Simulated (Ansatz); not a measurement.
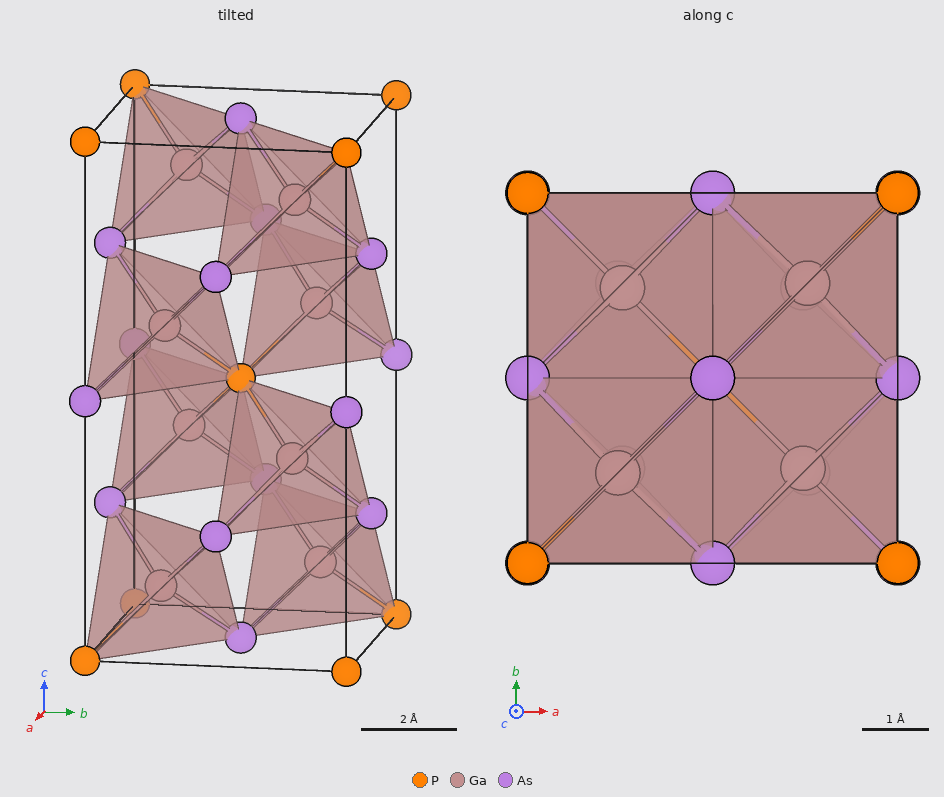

Crystal structure, polyhedral style, seen slightly off an axis and along the c axis. Thin lines show the conventional unit cell, with boundary atoms drawn in all their periodic places.

Ga$_{4}$As$_{3}$P, space group I-42m (No. 121), a = 5.612 Å, b = 5.612 Å, c = 11.221 Å, α = 90.00°, β = 90.00°, γ = 90.00°. The model was built from a structure type filled with these elements by a generator (whether the compound takes this form wasn't checked). Earlier steps of the study may have refined or changed the cell and positions. Ansatz was used for an electronic-structure calculation on it.

This one geometry was computed with Ansatz (DFT, plane waves, PAW) at five levels of theory: r2SCAN, PBE with spin-orbit coupling, PBE, PBE0 and HSE06. It was relaxed beforehand with r2SCAN.

Question: Which level gives the highest pressure at this volume, and what does that say about its equilibrium volume?

Answer: Highest: PBE with spin-orbit coupling (2.7 GPa) and PBE (2.7 GPa), which points to the largest equilibrium volume. Lowest, with the smallest volume: r2SCAN (0.0 GPa) and PBE0 (0.4 GPa). Levels within 0.5 GPa of each other can't be told apart.

Question: How does the band gap change with the level of theory?

Answer: PBE with spin-orbit coupling: a gap of 0.70 eV, direct; PBE: a gap of 0.79 eV, direct; r2SCAN: a gap of 1.29 eV, direct; HSE06: a gap of 1.69 eV, direct; PBE0: a gap of 2.28 eV, direct.

Question: Collect the results in a table.

Answer:
| level | cutoff (eV) | k-mesh of the run's cell | gap (eV) | pressure (GPa) |
| --- | --- | --- | --- | --- |
| r2SCAN | 500 | 6×6×6 | 1.29 | 0.0 |
| PBE with spin-orbit coupling | 420 | 6×6×6 | 0.70 | 2.7 |
| PBE | 420 | 6×6×6 | 0.79 | 2.7 |
| PBE0 | 420 | 4×4×4 | 2.28 | 0.4 |
| HSE06 | 420 | 4×4×4 | 1.69 | 0.6 |

Gaps are taken on the k-mesh or band path of each run.
